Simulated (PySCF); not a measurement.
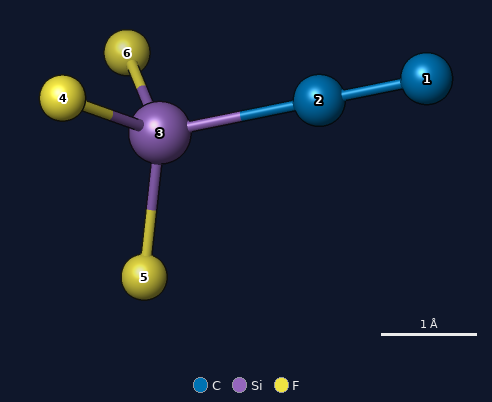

Fig. 1: The structure (ball-and-stick view, seen at a tilt; atoms are numbered from 1 in the order of the input).

## Energy and gradient calculation, with input and output: C$_{2}$F$_{3}$Si

System: C$_{2}$F$_{3}$Si, multiplicity 2.
Method: HF/STO-3G, UHF (PySCF 2.14.0).

The geometry comes from this level: PBE0-D4/def2-TZVP. Figures and captions count atoms from 1; the log counts them from 0 in places.

## The program's output
```
PySCF version 2.14.0

[INPUT] num. atoms = 6
[INPUT] num. electrons = 53
[INPUT] charge = 0
[INPUT] spin (= nelec alpha-beta = 2S) = 1
[INPUT] symmetry False subgroup None
[INPUT] Mole.unit = bohr
[INPUT] Symbol           X                Y                Z      unit          X                Y                Z       unit  Magmom
[INPUT]  1 C     -0.330200229488  -2.361199827846   0.703199782617 AA   -0.623988000000  -4.462021000000   1.328855000000 Bohr   0.0
[INPUT]  2 C     -0.165800216194  -1.214799843299   0.356499807693 AA   -0.313317000000  -2.295639000000   0.673687000000 Bohr   0.0
[INPUT]  3 Si     0.078599749492   0.488399873401  -0.158600231062 AA    0.148532000000   0.922942000000  -0.299711000000 Bohr   0.0
[INPUT]  4 F     -1.011900071202   0.906200098384  -1.204899996037 AA   -1.912214000000   1.712470000000  -2.276931000000 Bohr   0.0
[INPUT]  5 F      1.491100198791   0.664499994828  -0.816000255251 AA    2.817771000000   1.255723000000  -1.542017000000 Bohr   0.0
[INPUT]  6 F     -0.019800223701   1.452899954289   1.073600017287 AA   -0.037417000000   2.745583000000   2.028810000000 Bohr   0.0

nuclear repulsion = 286.69904095596
number of shells = 20
number of NR pGTOs = 102
number of NR cGTOs = 34
basis = sto-3g
ecp = {}

******** <class 'pyscf.scf.uhf.UHF'> ********
method = UHF
initial guess = minao
damping factor = 0
level_shift factor = 0
DIIS = <class 'pyscf.scf.diis.CDIIS'>
diis_start_cycle = 1
diis_space = 8
diis_damp = 0
SCF conv_tol = 1e-10
SCF conv_tol_grad = None
SCF max_cycles = 50
direct_scf = True
direct_scf_tol = 1e-13
number electrons alpha = 27  beta = 26
Set gradient conv threshold to 1e-05
init E= -655.018210692472
  alpha nocc = 27  HOMO = -0.279033381867019  LUMO = 0.150248546860654
  beta  nocc = 26  HOMO = -0.315305469465281  LUMO = -0.279033381867019

WARN: HOMO -0.279033381867019 >= LUMO -0.279033381867019

cycle= 1 E= -654.270776022437  delta_E= 0.747  |g|= 0.383  |ddm|= 2.49
  alpha nocc = 27  HOMO = -0.382761229827196  LUMO = 0.310509649118068
  beta  nocc = 26  HOMO = -0.380024336342226  LUMO = 0.0448145005097196
  HOMO = -0.380024336342  LUMO = 0.0448145005097  gap/eV = 11.56045
cycle= 2 E= -654.413142295967  delta_E= -0.142  |g|= 0.0916  |ddm|= 0.779
  alpha nocc = 27  HOMO = -0.377082159086707  LUMO = 0.354263335128649
  beta  nocc = 26  HOMO = -0.353242601713621  LUMO = 0.125691790326192
  HOMO = -0.353242601714  LUMO = 0.125691790326  gap/eV = 13.03247
cycle= 3 E= -654.425420774739  delta_E= -0.0123  |g|= 0.0493  |ddm|= 0.188
  alpha nocc = 27  HOMO = -0.371525653733507  LUMO = 0.364526592329335
  beta  nocc = 26  HOMO = -0.344525980692887  LUMO = 0.146983456392306
  HOMO = -0.344525980693  LUMO = 0.146983456392  gap/eV = 13.37465
cycle= 4 E= -654.431148730582  delta_E= -0.00573  |g|= 0.0387  |ddm|= 0.145
  alpha nocc = 27  HOMO = -0.371803937333773  LUMO = 0.36741728958488
  beta  nocc = 26  HOMO = -0.345496850912732  LUMO = 0.159166201126817
  HOMO = -0.345496850913  LUMO = 0.159166201127  gap/eV = 13.73258
cycle= 5 E= -654.433381549143  delta_E= -0.00223  |g|= 0.0296  |ddm|= 0.0589
  alpha nocc = 27  HOMO = -0.37343076403988  LUMO = 0.372250041504944
  beta  nocc = 26  HOMO = -0.346023518635868  LUMO = 0.162154445720581
  HOMO = -0.346023518636  LUMO = 0.162154445721  gap/eV = 13.82823
cycle= 6 E= -654.43700004421  delta_E= -0.00362  |g|= 0.0282  |ddm|= 0.0986
  alpha nocc = 27  HOMO = -0.380987446969784  LUMO = 0.384730105766869
  beta  nocc = 26  HOMO = -0.353096694129655  LUMO = 0.176508972710884
  HOMO = -0.35309669413  LUMO = 0.176508972711  gap/eV = 14.41130
cycle= 7 E= -654.444136189807  delta_E= -0.00714  |g|= 0.0236  |ddm|= 0.212
  alpha nocc = 27  HOMO = -0.409637918083741  LUMO = 0.454756690321604
  beta  nocc = 26  HOMO = -0.411908788123653  LUMO = 0.219704991572846
  HOMO = -0.409637918084  LUMO = 0.219704991573  gap/eV = 17.12529
cycle= 8 E= -654.443482053101  delta_E= 0.000654  |g|= 0.0399  |ddm|= 0.651
  alpha nocc = 27  HOMO = -0.375843201001658  LUMO = 0.385960358423514
  beta  nocc = 26  HOMO = -0.350278100024945  LUMO = 0.181666340685694
  HOMO = -0.350278100025  LUMO = 0.181666340686  gap/eV = 14.47495
cycle= 9 E= -654.447246146791  delta_E= -0.00376  |g|= 0.0181  |ddm|= 0.536
  alpha nocc = 27  HOMO = -0.385515371293646  LUMO = 0.397658240289563
  beta  nocc = 26  HOMO = -0.359593969867647  LUMO = 0.189102785700989
  HOMO = -0.359593969868  LUMO = 0.189102785701  gap/eV = 14.93080
cycle= 10 E= -654.449521276172  delta_E= -0.00228  |g|= 0.00987  |ddm|= 0.125
  alpha nocc = 27  HOMO = -0.400235239070557  LUMO = 0.414041018512566
  beta  nocc = 26  HOMO = -0.373446388815435  LUMO = 0.199258096978564
  HOMO = -0.373446388815  LUMO = 0.199258096979  gap/eV = 15.58408
cycle= 11 E= -654.450177306078  delta_E= -0.000656  |g|= 0.00361  |ddm|= 0.147
  alpha nocc = 27  HOMO = -0.394926430220509  LUMO = 0.408390441693484
  beta  nocc = 26  HOMO = -0.368518994495263  LUMO = 0.195864034739297
  HOMO = -0.368518994495  LUMO = 0.195864034739  gap/eV = 15.35764
cycle= 12 E= -654.450244358488  delta_E= -6.71e-05  |g|= 0.0013  |ddm|= 0.0481
  alpha nocc = 27  HOMO = -0.396593969003751  LUMO = 0.410168350947172
  beta  nocc = 26  HOMO = -0.370056325678845  LUMO = 0.196942809544456
  HOMO = -0.370056325679  LUMO = 0.196942809544  gap/eV = 15.42883
cycle= 13 E= -654.450254890688  delta_E= -1.05e-05  |g|= 0.000223  |ddm|= 0.0154
  alpha nocc = 27  HOMO = -0.396241536548612  LUMO = 0.409797569334565
  beta  nocc = 26  HOMO = -0.369735326955277  LUMO = 0.196727764525181
  HOMO = -0.369735326955  LUMO = 0.196727764525  gap/eV = 15.41425
cycle= 14 E= -654.450255147156  delta_E= -2.56e-07  |g|= 9.38e-05  |ddm|= 0.00315
  alpha nocc = 27  HOMO = -0.396336933305049  LUMO = 0.409898534114101
  beta  nocc = 26  HOMO = -0.36982128695004  LUMO = 0.196786210072877
  HOMO = -0.36982128695  LUMO = 0.196786210073  gap/eV = 15.41818
cycle= 15 E= -654.45025520147  delta_E= -5.43e-08  |g|= 9.2e-06  |ddm|= 0.000846
  alpha nocc = 27  HOMO = -0.396347832143659  LUMO = 0.409910336177899
  beta  nocc = 26  HOMO = -0.369831301974804  LUMO = 0.19679291197137
  HOMO = -0.369831301975  LUMO = 0.196792911971  gap/eV = 15.41863
cycle= 16 E= -654.450255201973  delta_E= -5.03e-10  |g|= 1.12e-06  |ddm|= 9.77e-05
  alpha nocc = 27  HOMO = -0.396348441993018  LUMO = 0.409910919400723
  beta  nocc = 26  HOMO = -0.369831822930293  LUMO = 0.196793169030273
  HOMO = -0.36983182293  LUMO = 0.19679316903  gap/eV = 15.41865
cycle= 17 E= -654.450255201965  delta_E= 7.96e-12  |g|= 1.49e-06  |ddm|= 6.65e-06
  alpha nocc = 27  HOMO = -0.396347518065357  LUMO = 0.409910203426197
  beta  nocc = 26  HOMO = -0.369831083548256  LUMO = 0.1967929498023
  HOMO = -0.369831083548  LUMO = 0.196792949802  gap/eV = 15.41863
```

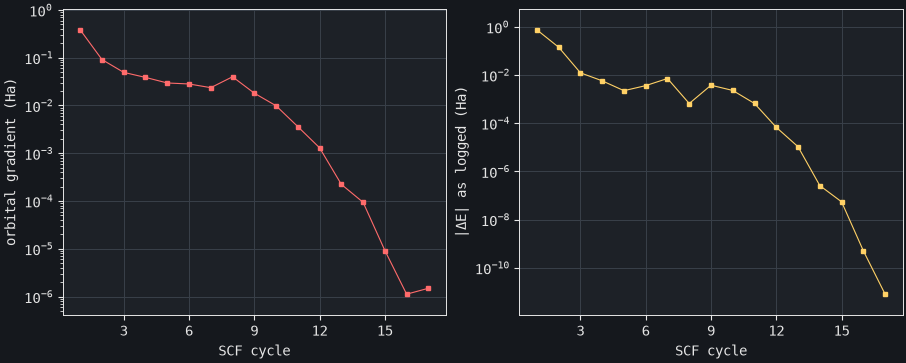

Fig. 2: Convergence of the self-consistent field: orbital gradient and size of the energy change against the SCF cycle. The residual falls almost steadily, with no more than small rises.

```
Extra cycle  E= -654.45025520197  delta_E= -4.55e-12  |g|= 1.21e-06  |ddm|= 2.79e-06
converged SCF energy = -654.45025520197  <S^2> = 1.2926762  2S+1 = 2.4840903
Final energy -654.4502552019699

******** <class 'pyscf.grad.uhf.Gradients'> for <class 'pyscf.scf.uhf.UHF'> ********
unit = Eh/Bohr
--------------- UHF gradients ---------------
         x                y                z
0 C     0.0044755172     0.0311998988    -0.0094354635
1 C    -0.0039962372    -0.0278805690     0.0084289242
2 Si     0.0031750433     0.0219257519    -0.0065747161
3 F     0.0133777007    -0.0071244444     0.0136660700
4 F    -0.0179906795    -0.0041122113     0.0088137479
5 F     0.0009586555    -0.0140084261    -0.0148985625
----------------------------------------------
Dipole moment(X, Y, Z, Debye): -0.12717, -0.88703,  0.26867
 ** Mulliken pop       alpha | beta **
pop of  0 C 1s        0.99874 | 0.99665
pop of  0 C 2s        0.83863 | 0.36278
pop of  0 C 2px       0.75341 | 0.21354
pop of  0 C 2py       0.71942 | 0.13721
pop of  0 C 2pz       0.75095 | 0.20802
pop of  1 C 1s        0.99721 | 0.99725
pop of  1 C 2s        0.55446 | 0.68781
pop of  1 C 2px       0.24928 | 0.76547
pop of  1 C 2py       0.48218 | 0.56665
pop of  1 C 2pz       0.26614 | 0.75108
pop of  2 Si 1s        0.99980 | 0.99979
pop of  2 Si 2s        0.99343 | 0.99307
pop of  2 Si 3s        0.49494 | 0.46235
pop of  2 Si 2px       0.98304 | 0.98302
pop of  2 Si 2py       0.98298 | 0.98186
pop of  2 Si 2pz       0.98303 | 0.98294
pop of  2 Si 3px       0.28613 | 0.28679
pop of  2 Si 3py       0.35719 | 0.30855
pop of  2 Si 3pz       0.29127 | 0.28836
pop of  3 F 1s        0.99954 | 0.99954
pop of  3 F 2s        0.97759 | 0.97751
pop of  3 F 2px       0.86659 | 0.86963
pop of  3 F 2py       0.95532 | 0.95301
pop of  3 F 2pz       0.87354 | 0.87590
pop of  4 F 1s        0.99954 | 0.99954
pop of  4 F 2s        0.97759 | 0.97751
pop of  4 F 2px       0.79674 | 0.80082
pop of  4 F 2py       0.96827 | 0.96590
pop of  4 F 2pz       0.93044 | 0.93184
pop of  5 F 1s        0.99954 | 0.99954
pop of  5 F 2s        0.97759 | 0.97751
pop of  5 F 2px       0.96685 | 0.96797
pop of  5 F 2py       0.88921 | 0.88774
pop of  5 F 2pz       0.83940 | 0.84283
In total            27.00000 | 26.00000
 ** Mulliken atomic charges   ( Nelec_alpha | Nelec_beta ) **
charge of  0C =      0.02066  (     4.06114      1.91820 )
charge of  1C =     -0.31754  (     2.54927      3.76826 )
charge of  2Si =      1.34145  (     6.37182      6.28673 )
charge of  3F =     -0.34818  (     4.67259      4.67560 )
charge of  4F =     -0.34819  (     4.67259      4.67560 )
charge of  5F =     -0.34819  (     4.67259      4.67560 )
```

This output came from the following input.

## The input (job.py)
```python
from pyscf import gto

mol = gto.M(
    atom='''
C     -0.623988    -4.462021     1.328855
C     -0.313317    -2.295639     0.673687
Si     0.148532     0.922942    -0.299711
F     -1.912214     1.712470    -2.276931
F      2.817771     1.255723    -1.542017
F     -0.037417     2.745583     2.028810
''',
    charge=0,
    max_memory=1860,
    verbose=4,
    unit='bohr',
    basis='sto-3g',
    spin=1,
)

mf = mol.UHF()
mf.conv_tol = 1e-10
mf.kernel()
if not mf.converged:
    mf = mf.newton().run(mf.mo_coeff, mf.mo_occ)

e_final = mf.e_tot
print('Final energy', e_final)
grad = mf.nuc_grad_method().kernel()
dip = mf.dip_moment()
pop, q = mf.mulliken_pop()
```

Launched with:
```bash
OMP_NUM_THREADS=1 python job.py
```

## Summary

```csv
quantity,value
outcome,converged
total energy,−654.450255 hartree
basis functions,34
largest force,1.692 eV/Å
⟨S²⟩,1.293
dipole moment,0.94 D
hardware,"1 thread of AMD EPYC (Zen 5), 16 GiB of memory available, shared host"
wall time,0.88 s
peak memory,0.12 GiB
```

## Remarks

Further notes kept with the run: logged alpha LUMO and gap are faulty; spin contamination. ⟨S²⟩ is 1.29 against 0.75 for a pure state: the solution is spin-contaminated.
